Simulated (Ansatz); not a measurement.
C2H8OSi2 (SMILES C1O[SiH2]C[SiH2]1)

```yaml
atoms:
  - { symbol: C, position_ang: [-0.6359, 1.3975, 0.3160] }
  - { symbol: O, position_ang: [-1.5702, 0.3274, 0.1692] }
  - { symbol: Si, position_ang: [-0.9663, -1.2106, 0.3004] }
  - { symbol: C, position_ang: [0.8126, -1.0549, -0.2761] }
  - { symbol: Si, position_ang: [1.0067, 0.8090, -0.4584] }
  - { symbol: H, position_ang: [-0.5137, 1.6549, 1.3761] }
  - { symbol: H, position_ang: [-1.0480, 2.2784, -0.1825] }
  - { symbol: H, position_ang: [-1.8192, -2.0926, -0.5330] }
  - { symbol: H, position_ang: [-1.0121, -1.6775, 1.7146] }
  - { symbol: H, position_ang: [1.5107, -1.4621, 0.4580] }
  - { symbol: H, position_ang: [0.9821, -1.5640, -1.2267] }
  - { symbol: H, position_ang: [2.1957, 1.3584, 0.2485] }
  - { symbol: H, position_ang: [1.0782, 1.2013, -1.8914] }
```

Geometry: PBE0-D4/def2-TZVP.

Method: RKS PBE0-D4/def2-TZVPP (Ansatz 0.2.0).

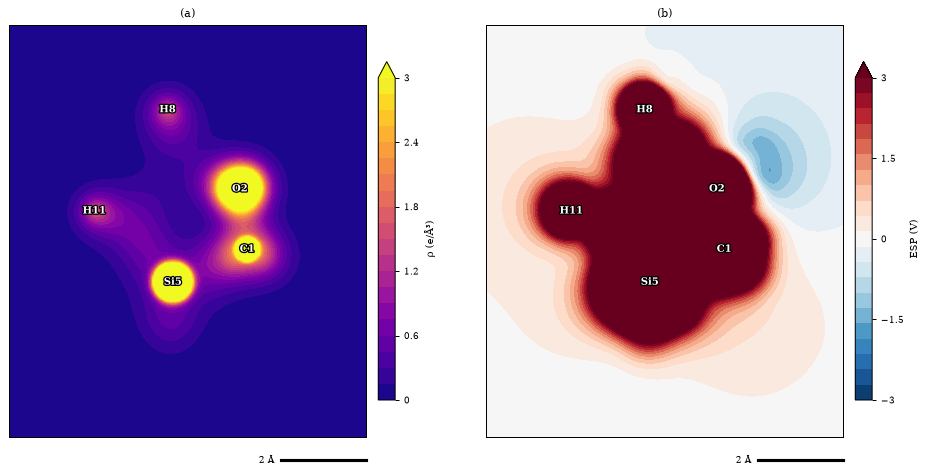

Figure 1. (a) electron density; (b) molecular electrostatic potential on the plane of atoms O2, C1 and Si5.

Q: Describe what can be read from this map.

A:
- The plane passes through C, O, Si and H nuclei.
- C–O (1.43 Å): the density is about 1.9 e/Å³ at the midpoint, with its minimum of 1.7 e/Å³ about 0.5 Å from C.
- Outside the dense part of the molecule the potential is most negative (−1.6 V) near O2.

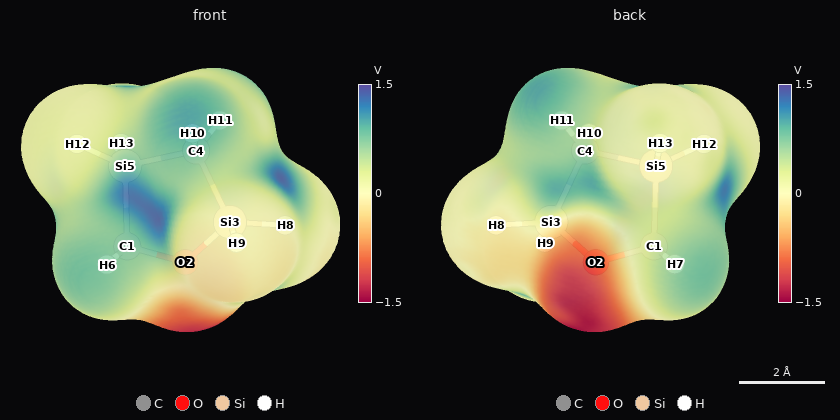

Figure 2. The molecular electrostatic potential painted on the density surface at 0.002 e/bohr³, seen from the front and from behind; red is negative and blue positive.

Q: Which sites attract a positive test charge, and which a negative one?

A: A positive charge is drawn to the negative regions and a negative charge to the positive ones. The most negative region (about −1.4 V, or −32 kcal/mol for a unit charge) lies over O2, the most positive (about +1.3 V, or +30 kcal/mol for a unit charge) over Si3 and Si5. O2 is the likeliest acceptor of a hydrogen bond.

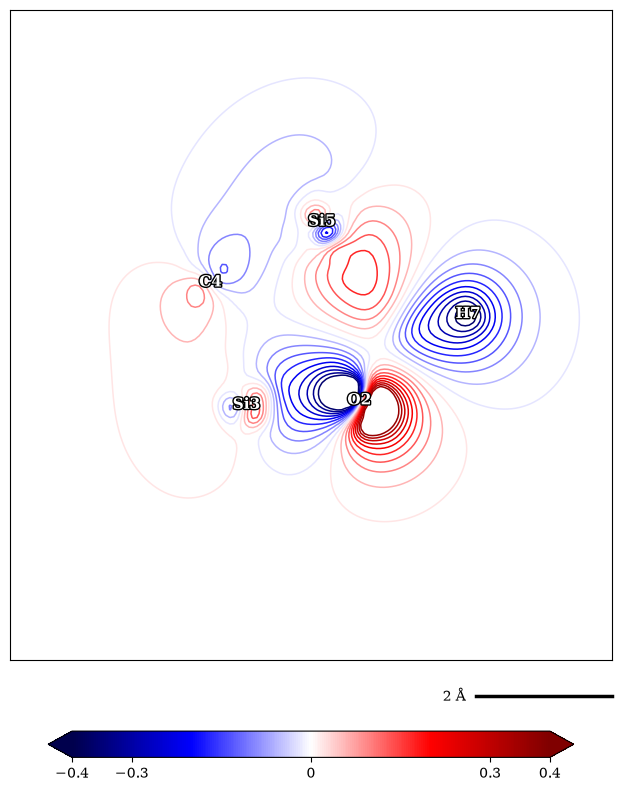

Figure 3. The HOMO−1 on the plane of atoms O2, Si3 and C4 (values in Å⁻³ᐟ²; the overall sign is arbitrary).

Q: Describe this orbital and give its energy.

A: Its weight (Hirshfeld) is mainly on O2 (about 35 %), C1 (about 15 %), Si3 (about 10 %), H9 (about 10 %), Si5 (about 10 %) and H7 (about 5 %). Its energy is −8.43 eV.
